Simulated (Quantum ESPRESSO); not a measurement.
# Co2Ge: parallel and opposed starts

Does Co2Ge prefer parallel or opposed moments?

Calculated with Quantum ESPRESSO 7.5; PBEsol; plane waves with GBRV 1.5 PBEsol potentials, no spin-orbit coupling.

## Step 1: Starting point

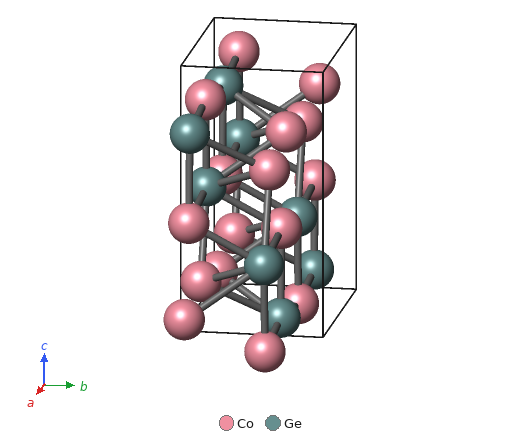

The cell as given, slightly off an axis (cobalt pink, germanium teal). 2×1×1 cells are drawn.

The cell comes from Materials Project 2023-11-01, a database of computed structures, and need not be the stable phase.

## Step 2: Run 1 (ferro ++++++++)

The signs are those of the starting moments on the seeded atoms, the atoms that are given a moment.

pw.in reads:

```
&CONTROL
  calculation = 'scf'
  prefix = 'pwscf'
  outdir = './tmp'
  pseudo_dir = './pseudo'
  disk_io = 'nowf'
/
&SYSTEM
  ibrav = 0
  celldm(1) = 8
  nat = 12
  ntyp = 2
  ecutwfc = 40
  ecutrho = 280
  nbnd = 124
  occupations = 'smearing'
  smearing = 'fd'
  degauss = 0.00734986
  nspin = 2
  starting_magnetization(1) = 0.1176
  starting_magnetization(2) = 0
/
&ELECTRONS
  conv_thr = 2.4d-08
  electron_maxstep = 150
  mixing_beta = 0.3
/
ATOMIC_SPECIES
Co     58.9332 co_pbesol_v1.2.uspp.F.UPF
Ge     72.6300 ge_pbesol_v1.4.uspp.F.UPF
CELL_PARAMETERS alat
   1.1858031432027    0.0000000000000    0.0000000000000
   0.0000000000000    0.9023442245088    0.0000000000000
   0.0000000000000    0.0000000000000    1.7149264580979
ATOMIC_POSITIONS crystal
Co      0.3257579700    0.2500000000    0.9375048800
Co      0.8257579700    0.2500000000    0.5624951200
Co      0.6742420300    0.7500000000    0.0624951200
Co      0.1742420300    0.7500000000    0.4375048800
Co      0.9624690100    0.2500000000    0.2235608800
Co      0.4624690100    0.2500000000    0.2764391200
Co      0.0375309900    0.7500000000    0.7764391200
Co      0.5375309900    0.7500000000    0.7235608800
Ge      0.2963479300    0.2500000000    0.6050455400
Ge      0.7963479300    0.2500000000    0.8949544600
Ge      0.7036520700    0.7500000000    0.3949544600
Ge      0.2036520700    0.7500000000    0.1050455400
K_POINTS automatic
6 8 4 0 0 0
```

Started as:

```console
$ OMP_NUM_THREADS=1 mpirun -n 4 pw.x -nk 4 -in pw.in > pw.out
```

The program printed:

```text
Program PWSCF v.7.5 starts

     Message from routine setup:
     using ibrav=0 with symmetry is DISCOURAGED, use correct ibrav instead

     K-points division:     npool     =       4
     Subspace diagonalization in iterative solution of the eigenvalue problem:

     G-vector sticks info
     --------------------
     sticks:   dense  smooth     PW     G-vecs:    dense   smooth      PW
     Sum        1525     867    259                74269    32113    5189

     Using Slab Decomposition

     bravais-lattice index     =            0
     lattice parameter (alat)  =       8.0000  a.u.
     unit-cell volume          =     939.5076 (a.u.)^3
     number of atoms/cell      =           12
     number of atomic types    =            2
     number of electrons       =       192.00
     number of Kohn-Sham states=          124
     kinetic-energy cutoff     =      40.0000  Ry
     charge density cutoff     =     280.0000  Ry
     scf convergence threshold =      2.4E-08
     mixing beta               =       0.3000
     number of iterations used =            8  plain     mixing
     Exchange-correlation= SLA  PW   PSX  PSC
                           (   1   4  10   8   0   0   0)

     celldm(1)=   8.000000  celldm(2)=   0.000000  celldm(3)=   0.000000
     celldm(4)=   0.000000  celldm(5)=   0.000000  celldm(6)=   0.000000

     crystal axes: (cart. coord. in units of alat)
               a(1) = (   1.185803   0.000000   0.000000 )
               a(2) = (   0.000000   0.902344   0.000000 )
               a(3) = (   0.000000   0.000000   1.714926 )

     reciprocal axes: (cart. coord. in units 2 pi/alat)
               b(1) = (  0.843310  0.000000  0.000000 )
               b(2) = (  0.000000  1.108225  0.000000 )
               b(3) = (  0.000000  0.000000  0.583115 )

     PseudoPot. # 1 for Co read from file:
     co_pbesol_v1.2.uspp.F.UPF
     Pseudo is Ultrasoft + core correction, Zval = 17.0
     Generated by new atomic code, or converted to UPF format
     Using radial grid of  863 points,  6 beta functions with:
                l(1) =   0
                l(2) =   0
                l(3) =   1
                l(4) =   1
                l(5) =   2
                l(6) =   2
     Q(r) pseudized with  8 coefficients,  rinner =    1.200   1.200   1.200
                                                       1.200   1.200

     PseudoPot. # 2 for Ge read from file:
     ge_pbesol_v1.4.uspp.F.UPF
     Pseudo is Ultrasoft + core correction, Zval = 14.0
     Generated by new atomic code, or converted to UPF format
     Using radial grid of  873 points,  6 beta functions with:
                l(1) =   0
                l(2) =   0
                l(3) =   1
                l(4) =   1
                l(5) =   2
                l(6) =   2
     Q(r) pseudized with  8 coefficients,  rinner =    1.400   1.400   1.400
                                                       1.400   1.400

     atomic species   valence    mass     pseudopotential
     Co               17.00    58.93320     Co( 1.00)
     Ge               14.00    72.63000     Ge( 1.00)

     Starting magnetic structure
     atomic species   magnetization
     Co              0.118
     Ge              0.000

      8 Sym. Ops., with inversion, found ( 6 have fractional translation)

   Cartesian axes

     site n.     atom                  positions (alat units)
         1        Co     tau(   1) = (   0.3862848   0.2255861   1.6077519  )
         2        Co     tau(   2) = (   0.9791864   0.2255861   0.9646378  )
         3        Co     tau(   3) = (   0.7995183   0.6767582   0.1071745  )
         4        Co     tau(   4) = (   0.2066167   0.6767582   0.7502887  )
         5        Co     tau(   5) = (   1.1412988   0.2255861   0.3833905  )
         6        Co     tau(   6) = (   0.5483972   0.2255861   0.4740728  )
         7        Co     tau(   7) = (   0.0445044   0.6767582   1.3315360  )
         8        Co     tau(   8) = (   0.6374059   0.6767582   1.2408537  )
         9        Ge     tau(   9) = (   0.3514103   0.2255861   1.0376086  )
        10        Ge     tau(  10) = (   0.9443119   0.2255861   1.5347811  )
        11        Ge     tau(  11) = (   0.8343928   0.6767582   0.6773179  )
        12        Ge     tau(  12) = (   0.2414913   0.6767582   0.1801454  )

     number of k points=    60  Fermi-Dirac smearing, width (Ry)=  0.0073
                       cart. coord. in units 2pi/alat
        k(    1) = (   0.0000000   0.0000000   0.0000000), wk =   0.0052083
        k(    2) = (   0.0000000   0.0000000   0.1457788), wk =   0.0104167
        k(    3) = (   0.0000000   0.0000000  -0.2915577), wk =   0.0052083
        k(    4) = (   0.0000000   0.1385281   0.0000000), wk =   0.0104167
        k(    5) = (   0.0000000   0.1385281   0.1457788), wk =   0.0208333
        [... 55 further k-points ...]

     Dense  grid:    74269 G-vectors     FFT dimensions: (  54,  40,  80)

     Smooth grid:    32113 G-vectors     FFT dimensions: (  40,  30,  60)

     Check: negative core charge=   -0.000035
     Generating pointlists ...
     new r_m :   0.2286 (alat units)  1.8287 (a.u.) for type    1
     new r_m :   0.2286 (alat units)  1.8287 (a.u.) for type    2

     Initial potential from superposition of free atoms

     starting charge     183.9967, renormalised to     192.0000
     Starting wfcs are  140 randomized atomic wfcs

     Self-consistent Calculation

     iteration #  1     ecut=    40.00 Ry     beta= 0.30
     Davidson diagonalization with overlap
     ethr =  1.00E-02,  avg # of iterations =  3.4

     total energy              =   -3227.89146816 Ry
     estimated scf accuracy    <      43.02866968 Ry

     total magnetization       =     8.43 Bohr mag/cell
     absolute magnetization    =     9.61 Bohr mag/cell

     iteration #  2     ecut=    40.00 Ry     beta= 0.30
     Davidson diagonalization with overlap
     ethr =  1.00E-02,  avg # of iterations =  2.7

     total energy              =   -3235.95327635 Ry
     estimated scf accuracy    <      23.48830778 Ry

     total magnetization       =     3.13 Bohr mag/cell
     absolute magnetization    =     4.76 Bohr mag/cell

     iteration #  3     ecut=    40.00 Ry     beta= 0.30
     Davidson diagonalization with overlap
     ethr =  1.00E-02,  avg # of iterations =  1.6

     total energy              =   -3238.73531264 Ry
     estimated scf accuracy    <       1.56900235 Ry

     total magnetization       =     7.99 Bohr mag/cell
     absolute magnetization    =     9.40 Bohr mag/cell

     [... further iterations left out ...]

     iteration # 16     ecut=    40.00 Ry     beta= 0.30
     Davidson diagonalization with overlap
     ethr =  6.42E-10,  avg # of iterations =  2.0

     total energy              =   -3239.10458141 Ry
     estimated scf accuracy    <       0.00000050 Ry

     total magnetization       =     4.91 Bohr mag/cell
     absolute magnetization    =     5.83 Bohr mag/cell

     iteration # 17     ecut=    40.00 Ry     beta= 0.30
     Davidson diagonalization with overlap
     ethr =  2.62E-10,  avg # of iterations =  2.0

     total energy              =   -3239.10458168 Ry
     estimated scf accuracy    <       0.00000028 Ry

     total magnetization       =     4.91 Bohr mag/cell
     absolute magnetization    =     5.83 Bohr mag/cell

     iteration # 18     ecut=    40.00 Ry     beta= 0.30
     Davidson diagonalization with overlap
     ethr =  1.46E-10,  avg # of iterations =  2.0

     total energy              =   -3239.10458186 Ry
     estimated scf accuracy    <       0.00000005 Ry

     total magnetization       =     4.91 Bohr mag/cell
     absolute magnetization    =     5.83 Bohr mag/cell

     iteration # 19     ecut=    40.00 Ry     beta= 0.30
     Davidson diagonalization with overlap
     ethr =  2.72E-11,  avg # of iterations =  2.0

     Magnetic moment per site  (integrated on atomic sphere of radius R)
     atom   1 (R=0.229)  charge= 15.3618  magn=  0.5188
     atom   2 (R=0.229)  charge= 15.3618  magn=  0.5188
     atom   3 (R=0.229)  charge= 15.3618  magn=  0.5188
     atom   4 (R=0.229)  charge= 15.3618  magn=  0.5188
     atom   5 (R=0.229)  charge= 15.3021  magn=  0.8148
     atom   6 (R=0.229)  charge= 15.3021  magn=  0.8148
     atom   7 (R=0.229)  charge= 15.3021  magn=  0.8148
     atom   8 (R=0.229)  charge= 15.3021  magn=  0.8148
     atom   9 (R=0.229)  charge= 11.6393  magn= -0.0315
     atom  10 (R=0.229)  charge= 11.6393  magn= -0.0315
     atom  11 (R=0.229)  charge= 11.6393  magn= -0.0315
     atom  12 (R=0.229)  charge= 11.6393  magn= -0.0315

     End of self-consistent calculation

     Number of k-points >= 100: set verbosity='high' to print the bands.

     the Fermi energy is    17.6191 ev

!    total energy              =   -3239.10458192 Ry
     estimated scf accuracy    <       0.00000001 Ry
     smearing contrib. (-TS)   =      -0.03023360 Ry
     internal energy E=F+TS    =   -3239.07434832 Ry

     The total energy is F=E-TS. E is the sum of the following terms:
     one-electron contribution =   -1650.70674446 Ry
     hartree contribution      =     981.06126146 Ry
     xc contribution           =    -490.27682354 Ry
     ewald contribution        =   -2079.15204178 Ry

     total magnetization       =     4.91 Bohr mag/cell
     absolute magnetization    =     5.84 Bohr mag/cell

     convergence has been achieved in  19 iterations

=------------------------------------------------------------------------------=
   JOB DONE.
=------------------------------------------------------------------------------=
```

Wall time 7.4 min (4 MPI ranks of AMD EPYC 9R14 (Zen 4), shared host); peak memory 1.6 GiB.

Spin moment in the atom's sphere by atom:

```
atom  spin moment in the atom's sphere (μB)
 Co1                                  0.519
 Co2                                  0.519
 Co3                                  0.519
 Co4                                  0.519
 Co5                                  0.815
 Co6                                  0.815
 Co7                                  0.815
 Co8                                  0.815
 Ge9                                 -0.032
Ge10                                 -0.032
Ge11                                 -0.032
Ge12                                 -0.032
```

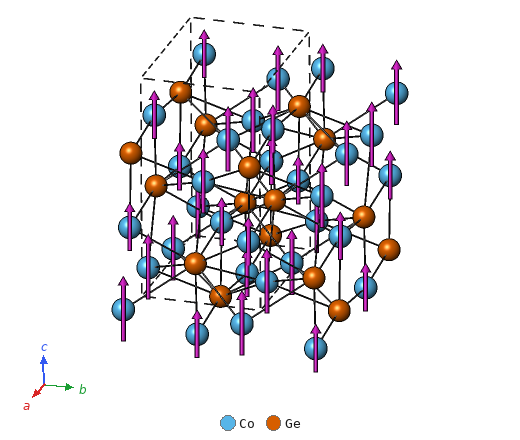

Spin moment in the atom's sphere as arrows, the longest 0.815 μB. Up and down stand for the sign. Arrows give size and sign along the axis of quantisation, drawn up and down the page. 2×2×1 cells are drawn.

Numbers from this step:

- smearing term TS: 0.4113 eV
- magnetization: 4.912 μB
- absolute magnetization: 5.836 μB
- final state: ferromagnetic

(Continued in part 2 of 2.)

[Logs and program files are shortened in this print: banners, set-up blocks, solver, clock and traceback lines can be left out without a mark of their own.]

[Logs are printed without paths, hosts, clocks, repeated set-up lines and the standing remarks that a program may print on its own settings, such as how far it seeks lower states.]

[Hosts, paths, dates, database ids (printed as entryN), source tags and the programs' standing remarks are cut or masked in the printed files.]

[Where a cell is said to come from a database of computed structures, the database is the Materials Project.]
